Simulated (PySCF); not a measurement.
**N2H3 (hydrazinyl radical) at UCISD/STO-3G**

Aim: the vertical ionisation energy of N2H3 (hydrazinyl radical) at UCISD/STO-3G, from 2 runs. 

The calculation is run with PySCF 2.14.0.

6 further runs of the same task are left out: 6 set aside as unsound or not needed.

### Step 1. Starting point

The species is N2H3 (5 atoms), meant as a doublet with charge 0. SMILES: `[NH]N`. Geometry: relaxed at GFN2-xTB. This is one conformer, not always the lowest.

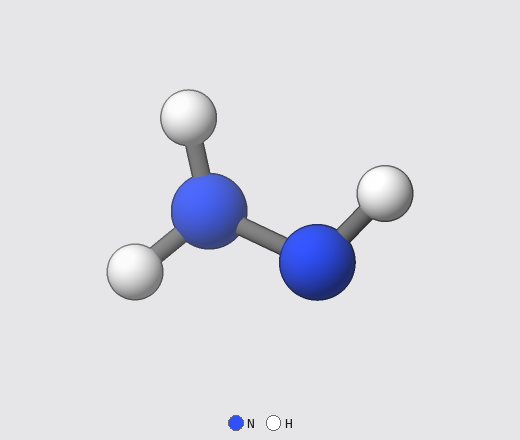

Viewed from a chosen angle; nitrogen blue, hydrogen white.

### Step 2. The energy at UCISD/STO-3G

Input file calc.py:

```python
from pyscf import gto, scf, ci

system = gto.M(
    atom='''
N     -0.330645    -1.522137     0.845199
N     -0.238616     0.476154    -0.691413
H      1.420602    -1.869223     1.570532
H     -1.971117     1.091884    -1.206968
H      1.119757     1.823302    -0.517350
''',
    charge=0,
    unit='bohr',
    max_memory=1860,
    spin=1,
    basis='sto-3g',
    verbose=4,
)

mf = scf.UHF(system)
mf.conv_tol = 1e-10
mf.kernel()
if not mf.converged:
    mf = mf.newton().run(mf.mo_coeff, mf.mo_occ)

cisd = ci.CISD(mf, frozen=2)
cisd.kernel()
e_final = cisd.e_tot
print(f'total energy: {e_final:.8f} hartree')
```

On the command line:

```bash
$ OMP_NUM_THREADS=1 python calc.py
```

Standard output:

```text
PySCF version 2.14.0

[INPUT] num. atoms = 5
[INPUT] num. electrons = 17
[INPUT] charge = 0
[INPUT] spin (= nelec alpha-beta = 2S) = 1
[INPUT] symmetry False subgroup None
[INPUT] Mole.unit = bohr
[INPUT] Symbol           X                Y                Z      unit          X                Y                Z       unit  Magmom
[INPUT]  1 N     -0.174969798905  -0.805480212298   0.447260049492 AA   -0.330645000000  -1.522137000000   0.845199000000 Bohr   0.0
[INPUT]  2 N     -0.126270149361   0.251969845688  -0.365880002934 AA   -0.238616000000   0.476154000000  -0.691413000000 Bohr   0.0
[INPUT]  3 H      0.751750204187  -0.989150213728   0.831089743421 AA    1.420602000000  -1.869223000000   1.570532000000 Bohr   0.0
[INPUT]  4 H     -1.043070196457   0.577800129768  -0.638699959910 AA   -1.971117000000   1.091884000000  -1.206968000000 Bohr   0.0
[INPUT]  5 H      0.592549886168   0.964849867025  -0.273769830069 AA    1.119757000000   1.823302000000  -0.517350000000 Bohr   0.0

nuclear repulsion = 36.7009261825925
number of shells = 9
number of NR pGTOs = 39
number of NR cGTOs = 13
basis = sto-3g
ecp = {}

******** <class 'pyscf.scf.uhf.UHF'> ********
method = UHF
initial guess = minao
damping factor = 0
level_shift factor = 0
DIIS = <class 'pyscf.scf.diis.CDIIS'>
diis_start_cycle = 1
diis_space = 8
diis_damp = 0
SCF conv_tol = 1e-10
SCF conv_tol_grad = None
SCF max_cycles = 50
direct_scf = True
direct_scf_tol = 1e-13
number electrons alpha = 9  beta = 8
Set gradient conv threshold to 1e-05
init E= -109.266504843012
[... the frontier-level lines of each cycle are left out ...]

cycle= 1 E= -109.091730643404  delta_E= 0.175  |g|= 0.209  |ddm|= 2.02
cycle= 2 E= -109.130500329517  delta_E= -0.0388  |g|= 0.086  |ddm|= 0.353
cycle= 3 E= -109.136793143746  delta_E= -0.00629  |g|= 0.0394  |ddm|= 0.113
cycle= 4 E= -109.140748780458  delta_E= -0.00396  |g|= 0.0221  |ddm|= 0.111
cycle= 5 E= -109.142210897342  delta_E= -0.00146  |g|= 0.00516  |ddm|= 0.103
cycle= 6 E= -109.142264588509  delta_E= -5.37e-05  |g|= 0.00243  |ddm|= 0.0159
cycle= 7 E= -109.142279070936  delta_E= -1.45e-05  |g|= 0.00144  |ddm|= 0.0141
cycle= 8 E= -109.142282510165  delta_E= -3.44e-06  |g|= 0.000625  |ddm|= 0.00655
cycle= 9 E= -109.142283536463  delta_E= -1.03e-06  |g|= 0.000243  |ddm|= 0.00328
cycle= 10 E= -109.142283754603  delta_E= -2.18e-07  |g|= 9.32e-05  |ddm|= 0.00148
cycle= 11 E= -109.142283775094  delta_E= -2.05e-08  |g|= 1.99e-05  |ddm|= 0.000438
cycle= 12 E= -109.1422837762  delta_E= -1.11e-09  |g|= 5.28e-06  |ddm|= 0.000112
cycle= 13 E= -109.142283776249  delta_E= -4.94e-11  |g|= 1.37e-06  |ddm|= 2.05e-05
Extra cycle  E= -109.142283776252  delta_E= -2.59e-12  |g|= 7.59e-07  |ddm|= 3.2e-06
converged SCF energy = -109.142283776252  <S^2> = 0.75526581  2S+1 = 2.0052589

******** <class 'pyscf.ci.ucisd.UCISD'> ********
CISD nocc = (np.int64(7), np.int64(6)), nmo = (11, 11)
frozen orbitals 2
max_cycle = 50
direct = 0
conv_tol = 1e-09
max_cycle = 50
max_space = 12
lindep = 0
nroots = 1
Init t2, MP2 energy = -0.0763157604332724
UCISD converged
E(UCISD) = -109.2423232879081  E_corr = -0.1000395116560929
total energy: -109.24232329 hartree
```

It took 0.73 s on 1 thread of Arm Neoverse V2, shared host; peak memory 0.1 GiB.

### Step 3. The singlet cation

Input file input.py:

```python
from pyscf import gto, scf, ci

molecule = gto.Mole()
molecule.atom = [
    ('N', (-0.174970, -0.805480, 0.447260)),
    ('N', (-0.126270, 0.251970, -0.365880)),
    ('H', (0.751750, -0.989150, 0.831090)),
    ('H', (-1.043070, 0.577800, -0.638700)),
    ('H', (0.592550, 0.964850, -0.273770)),
]
molecule.verbose = 3
molecule.basis = 'sto-3g'
molecule.max_memory = 1860
molecule.spin = 0
molecule.charge = 1
molecule.build()

myscf = scf.RHF(molecule)
myscf.conv_tol = 1e-10
myscf.kernel()
if not myscf.converged:
    myscf = myscf.newton().run(myscf.mo_coeff, myscf.mo_occ)

cisd = ci.CISD(myscf, frozen=2)
cisd.kernel()
e_final = cisd.e_tot
print('E(%s) = %.9f' % ('CISD', e_final))
```

On the command line:

```bash
$ OMP_NUM_THREADS=1 python input.py
```

Standard output:

```text
converged SCF energy = -108.900599149479
E(RCISD) = -109.0553825205428  E_corr = -0.1547833710635107
E(CISD) = -109.055382521
```

Run time: 0.63 s. Hardware: 1 thread of Arm Neoverse V2, shared host; peak memory 0.1 GiB.

### Step 4. Results

Level: UCISD/STO-3G, 2 core orbitals frozen.

| quantity | value |
| --- | --- |
| doublet N2H3: total energy | -109.24232 Eh |
| doublet N2H3: dipole moment (Hartree–Fock density) | 2.12 D |
| doublet N2H3: HOMO energy (Hartree–Fock orbitals) (highest over α and β) | -7.50 eV |
| doublet N2H3: LUMO energy (Hartree–Fock orbitals) (lowest over α and β) | 9.61 eV |
| doublet N2H3: correlation energy (2 core orbitals frozen) | -100.0 mEh |
| doublet N2H3: ⟨S²⟩ of the reference determinant | 0.755 |
| singlet cation: total energy | -109.05538 Eh |
| singlet cation: HOMO energy (Hartree–Fock orbitals) | -21.37 eV |
| singlet cation: LUMO energy (Hartree–Fock orbitals) | -5.08 eV |
| singlet cation: HOMO–LUMO gap (Hartree–Fock orbitals) | 16.29 eV |
| singlet cation: correlation energy (2 core orbitals frozen) | -154.8 mEh |
| vertical ionisation energy (to the singlet cation) | 5.087 eV |

In words: The vertical ionisation energy comes to 5.09 eV (117 kcal/mol). Only the singlet of the ionised species was computed; a triplet could lie lower. In a minimal basis such a difference can be off by several eV, whatever the method. Mulliken charges (singlet cation) of the mean-field density run from -0.17 on N2 to +0.36 on H4; they depend strongly on the basis.
